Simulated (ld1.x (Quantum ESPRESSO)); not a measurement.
**Pseudopotential generation for aluminium: ultrasoft, LDA (PW92)**

Aim: build the potential from the settings below, then test how well it stands in for the atom: other configurations, scattering, ghost states and the plane-wave cutoff that it needs.

Method: ld1.x (Quantum ESPRESSO) 7.5, LDA (PW92), scalar-relativistic.

## Step 1: Settings

Typed settings, in words:

```
element                 : aluminium (Al, Z = 13)
type                    : ultrasoft
frozen core             : [Ne]
valence charge          : 3
reference configuration : 3s2 3p1
partial waves           : 3s (bound): rcut 2.00, rcutus 2.45 bohr; 3s channel at 1.25 Ry: rcut 2.00, rcutus 2.45 bohr; 3p (bound): rcut 1.45, rcutus 1.70 bohr; 3p channel at 0.15 Ry: rcut 1.45, rcutus 1.70 bohr; 3d channel at -0.15 Ry: rcut 2.05, rcutus 2.50 bohr; 3d channel at 1.7 Ry: rcut 2.05, rcutus 2.50 bohr
local potential         : all-electron potential smoothed inside 1.80 bohr (lloc = -1)
core correction         : a·sin(br)/r model core inside 1.60 bohr
augmentation charge     : built from norm-conserving waves at rcut, not smoothed further
```

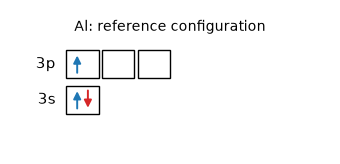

The outer shells as boxes. The arrows follow Hund's rule for the drawing; the calculation itself is spin-unpolarised.

## Step 2: The generation run

File Al.in:

```
 &input
   title='Al', zed=13., rel=1, dft='PW', iswitch=3,
   config='[Ne] 3s2 3p1 3d-2',
   nld=3, rlderiv=2.70, eminld=-3.0, emaxld=5.0, deld=0.02
 /
 &inputp
   pseudotype=3, tm=.true., lloc=-1, rcloc=1.80,
   nlcc=.true., rcore=1.60,
   file_pseudopw='Al.UPF', file_wfcaegen='ae.wfc', file_wfcncgen='nc.wfc', file_beta='beta', file_chi='chi', file_wfcusgen='us.wfc'
 /
6
3S  1  0   2.00   0.00  2.00  2.45  0.0
3S  1  0   0.00   1.25  2.00  2.45  0.0
3P  2  1   1.00   0.00  1.45  1.70  0.0
3P  2  1   0.00   0.15  1.45  1.70  0.0
3D  3  2  -2.00  -0.15  2.05  2.50  0.0
3D  3  2  -2.00   1.70  2.05  2.50  0.0
 &test
   configts(1)='3s2 3p1'
 /
```

On the command line:

```sh
$ ld1.x < Al.in > Al.out
```

What the program wrote to Al.out (without the banner and most projector matrices):

```text
     Program LD1 v.7.5
     --------------------------- All-electron run ----------------------------

     Al
     scalar relativistic calculation

     atomic number is 13.00
     dft =PW   lsd =0 sic =0 latt =0  beta=0.20 tr2=1.0E-14
     Exchange-correlation= PW
                           (   1   4   0   0   0   0   0)
     mesh =1135 r(mesh) = 100.48924 a.u. xmin = -7.00 dx = 0.01250
     1 Ry =  13.60569312 eV, c = 137.03599908

     n l     nl                  e(Ry)          e(Ha)          e(eV)
     1 0     1S 1( 2.00)      -110.5638       -55.2819     -1504.2972
     2 0     2S 1( 2.00)        -7.9017        -3.9509      -107.5082
     2 1     2P 1( 6.00)        -5.1246        -2.5623       -69.7235
     3 0     3S 1( 2.00)        -0.5755        -0.2878        -7.8301
     3 1     3P 1( 1.00)        -0.2046        -0.1023        -2.7839

     final scf error:  4.5E-15 reached in  21 iterations

     Etot =    -483.531856 Ry,    -241.765928 Ha,   -6578.786052 eV

     Ekin =     483.883799 Ry,     241.941900 Ha,    6583.574480 eV
     Encl =   -1158.178541 Ry,    -579.089270 Ha,  -15757.821809 eV
     Eh   =     225.715292 Ry,     112.857646 Ha,    3071.012991 eV
     Exc  =     -34.952406 Ry,     -17.476203 Ha,    -475.551713 eV

     normalization and overlap integrals

     s(1S/1S) =  1.000000  <r> =   0.1206  <r2> =    0.0196  r(max) =   0.0789
     s(2S/2S) =  1.000000  <r> =   0.6291  <r2> =    0.4751  r(max) =   0.4954
     s(2P/2P) =  1.000000  <r> =   0.6047  <r2> =    0.4656  r(max) =   0.4264
     s(3S/3S) =  1.000000  <r> =   2.5337  <r2> =    7.5176  r(max) =   2.0597
     s(3P/3P) =  1.000000  <r> =   3.4404  <r2> =   14.2744  r(max) =   2.6447

     ------------------------ End of All-electron run ------------------------

     --------------------- Generating US pseudopotential ---------------------

      Generating local potential from pseudized AE potential:
      Matching radius rcloc =   1.8000

      Local pseudo, rcloc= 1.795 Estimated cut-off energy=     7.39 Ry

      Computing core charge for nlcc:

       r > 1.60 : true rho core
       r < 1.60 : rho core = a sin(br)/r    a=   0.53  b=   1.73

      Integrated core pseudo-charge :   0.59

      Wfc   3S  rcut= 1.984  Using Troullier-Martins method
      Wfc-us  3S rcutus= 2.423  Estimated cut-off energy=     7.91 Ry

      Wfc   3S  rcut= 1.984  Using Troullier-Martins method
      Wfc-us  3S rcutus= 2.423  Estimated cut-off energy=    13.95 Ry

      Wfc   3P  rcut= 1.433  Using Troullier-Martins method
      Wfc-us  3P rcutus= 1.708  Estimated cut-off energy=    24.03 Ry

      Wfc   3P  rcut= 1.433  Using Troullier-Martins method
      Wfc-us  3P rcutus= 1.708  Estimated cut-off energy=    24.44 Ry

      Wfc   3D  rcut= 2.034  Using Troullier-Martins method
      Wfc-us  3D rcutus= 2.484  Estimated cut-off energy=    16.77 Ry

      Wfc   3D  rcut= 2.034  Using Troullier-Martins method
      Wfc-us  3D rcutus= 2.484  Estimated cut-off energy=    20.81 Ry

     ------------------- End of pseudopotential generation -------------------

     [... the all-electron block is printed once more ...]


     Computing logarithmic derivative in   2.69479
     Computing logarithmic derivative in   2.69479
     Computing the partial wave expansion
     R is outside the sphere for l=    0 j= 0.00
     R is outside the sphere for l=    0 j= 0.00
     R is outside the sphere for l=    1 j= 0.00
     R is outside the sphere for l=    1 j= 0.00
     R is outside the sphere for l=    2 j= 0.00
     R is outside the sphere for l=    2 j= 0.00

     ---------------------- Testing the pseudopotential ----------------------

     Al
     scalar relativistic calculation

     atomic number is 13.00   valence charge is  3.00
     dft =PW   lsd =0 sic =0 latt =0  beta=0.20 tr2=1.0E-14
     mesh =1135 r(mesh) = 100.48924 xmin = -7.00 dx = 0.01250

     n l     nl             e AE (Ry)        e PS (Ry)    De AE-PS (Ry)
     1 0     3S   1( 2.00)       -0.57550       -0.57551        0.00000
     2 1     3P   1( 1.00)       -0.20462       -0.20461       -0.00000

     eps = 1.1E-15  iter =  3

     Etot =    -483.531856 Ry,    -241.765928 Ha,   -6578.786052 eV
     Etotps =    -4.261984 Ry,      -2.130992 Ha,     -57.987251 eV

     Ekin =       1.325896 Ry,       0.662948 Ha,      18.039739 eV
     Encl =      -7.625003 Ry,      -3.812502 Ha,    -103.743457 eV
     Ehrt =       2.890356 Ry,       1.445178 Ha,      39.325298 eV
     Ecxc =      -1.623416 Ry,      -0.811708 Ha,     -22.087706 eV
     (Ecc =      -0.322846 Ry,      -0.161423 Ha,      -4.392545 eV)
     Epseu=       0.770183 Ry,       0.385092 Ha,      10.478875 eV

     ---------------------- End of pseudopotential test ----------------------
```

Wall time 2.7 s (1 thread of Intel Xeon Platinum 8488C, shared host). (Generation and the later configuration tests together.)

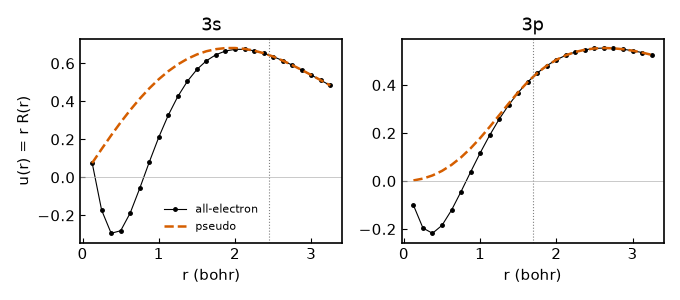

All-electron and pseudo partial waves (3s, 3p), with the matching radii dotted. The curves join 26 sampled radii.

## Step 3: Transferability test

File Al.test.in:

```
 &input
   title='Al', zed=13., rel=1, dft='PW', iswitch=2,
   config='[Ne] 3s2 3p1 3d-2'
 /
 &test
   file_pseudo='Al.UPF', nconf=10,
   configts(1)='3s2 3p1',
   configts(2)='3s2 3p0',
   configts(3)='3s1 3p0',
   configts(4)='3s2 3p0.5',
   configts(5)='3s2 3p1.3',
   configts(6)='3s1 3p2',
   configts(7)='3s1 3p1',
   configts(8)='3s0 3p3',
   configts(9)='3s2 3p1', lsdts(9)=1,
   configts(10)='3s1 3p0', lsdts(10)=1
 /
```

On the command line:

```sh
$ ld1.x < Al.test.in > Al.test.out
```

Al.test.out, the pseudopotential blocks:

```text
     ---------------------- Testing the pseudopotential ----------------------

     Al
     scalar relativistic calculation

     atomic number is 13.00   valence charge is  3.00
     dft =PW   lsd =0 sic =0 latt =0  beta=0.20 tr2=1.0E-14
     mesh =1135 r(mesh) = 100.48924 xmin = -7.00 dx = 0.01250

     n l     nl             e AE (Ry)        e PS (Ry)    De AE-PS (Ry)
     1 0     3S   1( 2.00)       -0.57550       -0.57551        0.00000
     2 1     3P   1( 1.00)       -0.20462       -0.20461       -0.00000

     eps = 1.1E-15  iter =  3

     Etot =    -483.531856 Ry,    -241.765928 Ha,   -6578.786052 eV
     Etotps =    -4.261984 Ry,      -2.130992 Ha,     -57.987251 eV

     Ekin =       1.325896 Ry,       0.662948 Ha,      18.039739 eV
     Encl =      -7.625003 Ry,      -3.812502 Ha,    -103.743457 eV
     Ehrt =       2.890356 Ry,       1.445178 Ha,      39.325298 eV
     Ecxc =      -1.623416 Ry,      -0.811708 Ha,     -22.087706 eV
     (Ecc =      -0.322846 Ry,      -0.161423 Ha,      -4.392545 eV)
     Epseu=       0.770183 Ry,       0.385092 Ha,      10.478875 eV

     ---------------------- End of pseudopotential test ----------------------

     ---------------------- Testing the pseudopotential ----------------------

     Al
     [...]
     n l     nl             e AE (Ry)        e PS (Ry)    De AE-PS (Ry)
     1 0     3S   1( 2.00)       -1.09635       -1.09629       -0.00006
     2 1     3P   1( 0.00)       -0.67256       -0.67237       -0.00019

     eps = 1.1E-16  iter =  7

     Etot =    -483.102560 Ry,    -241.551280 Ha,   -6572.945183 eV
     Etotps =    -3.832737 Ry,      -1.916368 Ha,     -52.147042 eV
     dEtot_ae =       0.429296 Ry
     dEtot_ps =       0.429247 Ry,   Delta E=       0.000048 Ry

     [...]
     ---------------------- End of pseudopotential test ----------------------

     ---------------------- Testing the pseudopotential ----------------------

     Al
     [...]
     n l     nl             e AE (Ry)        e PS (Ry)    De AE-PS (Ry)
     1 0     3S   1( 1.00)       -1.75876       -1.75703       -0.00173
     2 1     3P   1( 0.00)       -1.27790       -1.27686       -0.00104

     eps = 1.4E-17  iter =  7

     Etot =    -481.678860 Ry,    -240.839430 Ha,   -6553.574752 eV
     Etotps =    -2.409741 Ry,      -1.204871 Ha,     -32.786197 eV
     dEtot_ae =       1.852996 Ry
     dEtot_ps =       1.852243 Ry,   Delta E=       0.000753 Ry

     [...]
     ---------------------- End of pseudopotential test ----------------------

     ---------------------- Testing the pseudopotential ----------------------

     Al
     [...]
     n l     nl             e AE (Ry)        e PS (Ry)    De AE-PS (Ry)
     1 0     3S   1( 2.00)       -0.82150       -0.82151        0.00001
     2 1     3P   1( 0.50)       -0.42470       -0.42465       -0.00005

     eps = 5.0E-15  iter = 14

     Etot =    -483.375872 Ry,    -241.687936 Ha,   -6576.663771 eV
     Etotps =    -4.106004 Ry,      -2.053002 Ha,     -55.865037 eV
     dEtot_ae =       0.155985 Ry
     dEtot_ps =       0.155980 Ry,   Delta E=       0.000005 Ry

     [...]
     ---------------------- End of pseudopotential test ----------------------

     ---------------------- Testing the pseudopotential ----------------------

     Al
     [...]
     n l     nl             e AE (Ry)        e PS (Ry)    De AE-PS (Ry)
     1 0     3S   1( 2.00)       -0.44671       -0.44669       -0.00002
     2 1     3P   1( 1.30)       -0.09031       -0.09031        0.00001

     eps = 2.7E-15  iter =  8

     Etot =    -483.575696 Ry,    -241.787848 Ha,   -6579.382521 eV
     Etotps =    -4.305828 Ry,      -2.152914 Ha,     -58.583777 eV
     dEtot_ae =      -0.043840 Ry
     dEtot_ps =      -0.043844 Ry,   Delta E=       0.000004 Ry

     [...]
     ---------------------- End of pseudopotential test ----------------------

     ---------------------- Testing the pseudopotential ----------------------

     Al
     [...]
     n l     nl             e AE (Ry)        e PS (Ry)    De AE-PS (Ry)
     1 0     3S   1( 1.00)       -0.63677       -0.63632       -0.00045
     2 1     3P   1( 2.00)       -0.25031       -0.25034        0.00002

     eps = 5.7E-15  iter =  7

     Etot =    -483.152976 Ry,    -241.576488 Ha,   -6573.631125 eV
     Etotps =    -3.883328 Ry,      -1.941664 Ha,     -52.835372 eV
     dEtot_ae =       0.378880 Ry
     dEtot_ps =       0.378656 Ry,   Delta E=       0.000224 Ry

     [...]
     ---------------------- End of pseudopotential test ----------------------

     ---------------------- Testing the pseudopotential ----------------------

     Al
     [...]
     n l     nl             e AE (Ry)        e PS (Ry)    De AE-PS (Ry)
     1 0     3S   1( 1.00)       -1.15517       -1.15443       -0.00073
     2 1     3P   1( 1.00)       -0.72341       -0.72323       -0.00018

     eps = 1.7E-15  iter =  7

     Etot =    -482.674876 Ry,    -241.337438 Ha,   -6567.126240 eV
     Etotps =    -3.405260 Ry,      -1.702630 Ha,     -46.330919 eV
     dEtot_ae =       0.856980 Ry
     dEtot_ps =       0.856725 Ry,   Delta E=       0.000256 Ry

     [...]
     ---------------------- End of pseudopotential test ----------------------

     ---------------------- Testing the pseudopotential ----------------------

     Al
     [...]
     n l     nl             e AE (Ry)        e PS (Ry)    De AE-PS (Ry)
     1 0     3S   1( 0.00)       -0.68922       -0.68813       -0.00109
     2 1     3P   1( 3.00)       -0.28959       -0.28953       -0.00007

     eps = 5.0E-15  iter =  7

     Etot =    -482.759762 Ry,    -241.379881 Ha,   -6568.281174 eV
     Etotps =    -3.490856 Ry,      -1.745428 Ha,     -47.495511 eV
     dEtot_ae =       0.772094 Ry
     dEtot_ps =       0.771129 Ry,   Delta E=       0.000966 Ry

     [...]
     ---------------------- End of pseudopotential test ----------------------

     ---------------------- Testing the pseudopotential ----------------------

     Al
     [...]
     n l     nl             e AE (Ry)        e PS (Ry)    De AE-PS (Ry)
     1 0     3S   1( 1.00)       -0.59380       -0.59416        0.00037
     2 1     3P   1( 1.00)       -0.22146       -0.22161        0.00015
     1 0     3S   2( 1.00)       -0.54627       -0.54565       -0.00062
     2 1     3P   2( 0.00)       -0.17791       -0.17757       -0.00034

     eps = 5.2E-15  iter =  9

     Etot =    -483.542662 Ry,    -241.771331 Ha,   -6578.933067 eV
     Etotps =    -4.272915 Ry,      -2.136458 Ha,     -58.135974 eV
     dEtot_ae =      -0.010805 Ry
     dEtot_ps =      -0.010931 Ry,   Delta E=       0.000125 Ry

     [...]
     ---------------------- End of pseudopotential test ----------------------

     ---------------------- Testing the pseudopotential ----------------------

     Al
     [...]
     n l     nl             e AE (Ry)        e PS (Ry)    De AE-PS (Ry)
     1 0     3S   1( 1.00)       -1.80696       -1.80733        0.00037
     2 1     3P   1( 0.00)       -1.32056       -1.32060        0.00004
     1 0     3S   2( 0.00)       -1.66334       -1.65998       -0.00336
     2 1     3P   2( 0.00)       -1.18917       -1.18773       -0.00143

     eps = 3.1E-16  iter =  7

     Etot =    -481.711241 Ry,    -240.855620 Ha,   -6554.015316 eV
     Etotps =    -2.443326 Ry,      -1.221663 Ha,     -33.243150 eV
     dEtot_ae =       1.820616 Ry
     dEtot_ps =       1.818658 Ry,   Delta E=       0.001958 Ry

     [...]
     ---------------------- End of pseudopotential test ----------------------
```

Excitation and ionisation energies from 3s2 3p1, with the error of the potential. Spin-polarised rows fill open shells by Hund's rule and count from the unpolarised reference.

| valence configuration | charge | ΔE all-electron (eV) | error AE − PS (meV) |
| --- | --- | --- | --- |
| 3s2 3p0 | +1 | 5.841 | +0.7 |
| 3s1 3p0 | +2 | 25.211 | +10 |
| 3s2 3p0.5 | +0.5 | 2.122 | +0.1 |
| 3s2 3p1.3 | -0.3 | -0.596 | +0.1 |
| 3s1 3p2 | 0 | 5.155 | +3.0 |
| 3s1 3p1 | +1 | 11.660 | +3.5 |
| 3s0 3p3 | 0 | 10.505 | +13 |
| 3s2 3p1 (spin-polarised) | 0 | -0.147 | +1.7 |
| 3s1 3p0 (spin-polarised) | +2 | 24.771 | +27 |

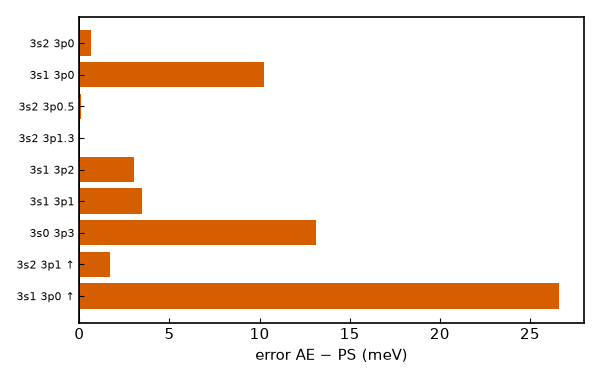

Error of the potential in each test configuration; ↑ marks spin-polarised tests.

## Step 4: Does it scatter like the atom?

Taken from the files of the generation run. The phase is arctan(r·u′/u) with u = r·R, unwrapped, with energies in Ry. A pole is an energy at which the radial function vanishes at the test radius. The pseudo phase is shifted by a multiple of π to meet the all-electron one at the reference energy. Levels narrower than the energy grid can be missing from the poles. Where the grid stepped over a known ghost or core level, its pole and its step of π were put in at the level's energy. The last column is the largest difference on the grid between −1 and +1 Ry.

```tsv
channel	radius (bohr)	reference (Ry)	poles AE	poles PS	window around the reference with phases within 0.05 rad (Ry)	largest difference near zero (rad)
s	2.69	-0.58	0.55	0.55	below 3.0	0.000
p	2.69	-0.20	1.32	-0.25, 1.33	-0.3 to 3.3	3.141
d	2.69	-0.15	2.12	2.12	below 3.7	0.001
```

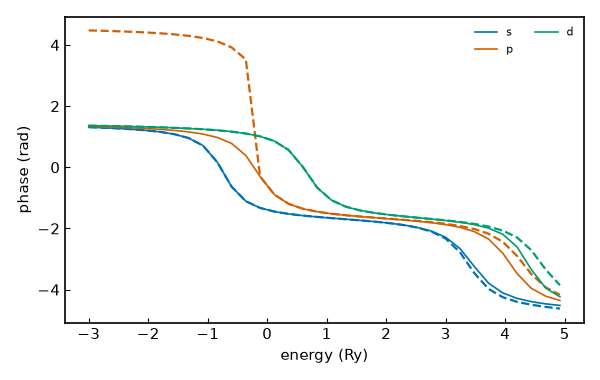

Phases by channel: all-electron solid, pseudo dashed.

## Step 5: Cutoff and ghost test in a Bessel basis

This step uses the generator's waves and projectors in a separate script. Basis: spherical Bessel functions vanishing at 20 bohr, q² up to the cutoff; potential fixed at the reference.

All-electron valence levels (Ry): 3s -0.5755, 3p -0.2046. The lowest levels of each channel (Ry) by cutoff; the last column sums, over occupied levels, occupation times the distance from the level at 400 Ry. A positive value at high cutoff is not a bound level.

```csv
cutoff (Ry),s #1,p #1,p #2,d #1,f #1,Σ f·Δε (mRy)
6,-0.5754,-0.2038,0.0267,0.0469,0.1040,1.0
8,-0.5754,-0.2038,0.0267,0.0467,0.1040,1.0
10,-0.5755,-0.2040,0.0267,0.0466,0.1040,0.7
12,-0.5755,-0.2042,0.0267,0.0466,0.1040,0.4
400,-0.5755,-0.2526,-0.2046,0.0466,0.1040,0.0
```

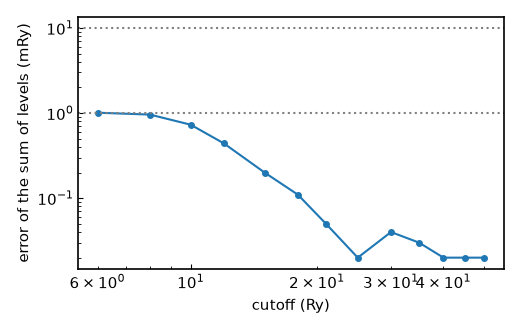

Occupation-weighted error of the valence levels against the cutoff; the dotted lines mark 10 and 1 mRy.

The sum stays within 10 mRy from 6 Ry or less and within 1 mRy from 8 Ry. The sum leaves out empty levels, which can need more. Ghost test: ghost state, bound below the all-electron valence or empty levels of the same l: p at -3.4 eV.

## Step 6: Outcome

| quantity | value |
| --- | --- |
| cutoffs for 10 and 1 mRy, occupied levels | 6 Ry or less and 8 Ry |
| bound ghosts | p at -3.44 eV |
| largest test error (AE − PS), unpolarised tests | +13 meV, for 3s0 3p3 |
| largest phase difference near zero energy, channels read | 3.141 rad |
| lowest eigenvalue of the overlap (Bessel basis) | 0.451 (s) |

**Reading.** A bound ghost (p) makes it unfit for use: electrons can fall into a state that the atom doesn't have. The worst unpolarised test, 3s0 3p3, is off by 13 meV on 10.5 eV; by total energies transferability rates as good. Atomic tests can pass in spite of a ghost, since they solve only for the levels asked. It counts as soft on the atom at that tolerance, with 6 Ry or less needed at the looser tolerance. Near zero energy the largest phase difference among the channels read is 3.14 rad, in the p channel. A step near π is an extra or missing state, not a misfit of shape. The pseudo curves have a pole with no partner nearby in the atom's: p at -0.25 Ry. These are tests on the free atom; a crystal test is still owed.
